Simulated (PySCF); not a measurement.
## Electronic structure of C$_{4}$H$_{12}$N$_{2}$OSi (SMILES C[C@H](N)C/C=N/[SiH2]O) in real space

```yaml
atoms:
  - { symbol: C, position_ang: [-1.0423, 0.2972, -1.7395] }
  - { symbol: C, position_ang: [-1.7623, -0.1437, -0.4693] }
  - { symbol: N, position_ang: [-3.0688, 0.4835, -0.4294] }
  - { symbol: C, position_ang: [-0.8958, 0.1667, 0.7759] }
  - { symbol: C, position_ang: [0.3836, -0.5989, 0.7646] }
  - { symbol: N, position_ang: [1.4966, -0.0403, 0.8717] }
  - { symbol: Si, position_ang: [3.1265, -0.5945, 0.9642] }
  - { symbol: O, position_ang: [4.0080, 0.3684, -0.0037] }
  - { symbol: H, position_ang: [-0.8726, 1.3716, -1.7221] }
  - { symbol: H, position_ang: [-0.0819, -0.2042, -1.8236] }
  - { symbol: H, position_ang: [-1.6507, 0.0574, -2.6070] }
  - { symbol: H, position_ang: [-1.9329, -1.2268, -0.5111] }
  - { symbol: H, position_ang: [-2.9752, 1.4931, -0.3928] }
  - { symbol: H, position_ang: [-3.5942, 0.1863, 0.3850] }
  - { symbol: H, position_ang: [-0.6806, 1.2359, 0.8291] }
  - { symbol: H, position_ang: [-1.4569, -0.1242, 1.6700] }
  - { symbol: H, position_ang: [0.2617, -1.6862, 0.6481] }
  - { symbol: H, position_ang: [3.4605, -0.4146, 2.3783] }
  - { symbol: H, position_ang: [3.4556, -1.9179, 0.4508] }
  - { symbol: H, position_ang: [3.8165, 1.3016, -0.0424] }
```

Geometry: GFN2-xTB.

Level of theory: PBE0/pcSseg-1, SCF density, gas phase, non-relativistic in PySCF.

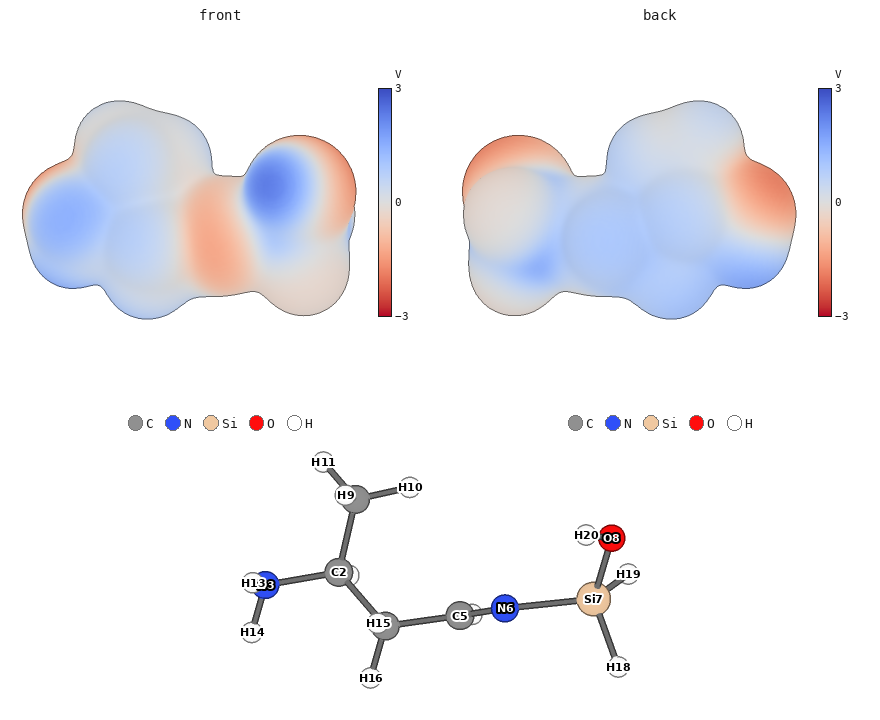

Figure 1. The molecular electrostatic potential painted on the density surface at 0.002 e/bohr³, seen from the front and from behind; red is negative and blue positive. The bare structure is drawn below in the same view.

### Where is the surface potential most negative and most positive?

The most negative region (about −1.7 V, or −39 kcal/mol for a unit charge) lies over N3, the most positive (about +2.1 V, or +48 kcal/mol for a unit charge) over H20. N3 is the likeliest acceptor of a hydrogen bond.

### What dipole moment does the calculation give?

Its dipole moment is 2.27 D.

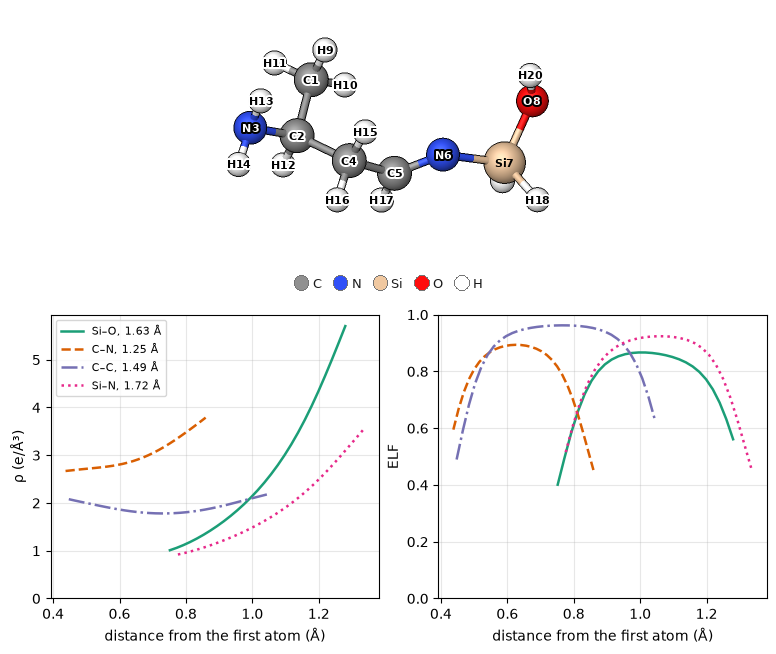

Figure 2. Electron density and electron localisation function along straight lines between neighbouring atoms. The curves leave out the atomic cores. The structure is drawn too.

### What can be read from the curves?

Si–O (1.63 Å): ρ is about 1.2 e/Å³ halfway; the ELF peaks at about 0.85 between the atoms (a polar covalent bond).
C–N (1.25 Å): the density is about 2.8 e/Å³ at the midpoint; the ELF peaks at about 0.90 between the atoms; a short, multiple covalent bond.
C–C (1.49 Å): ρ is about 1.8 e/Å³ halfway; the ELF peaks at about 0.95 between the atoms: localised, covalent bonding.
Si–N (1.72 Å): the density is about 1.1 e/Å³ at the midpoint; the ELF peaks at about 0.90 between the atoms: a shared but strongly polarised pair.
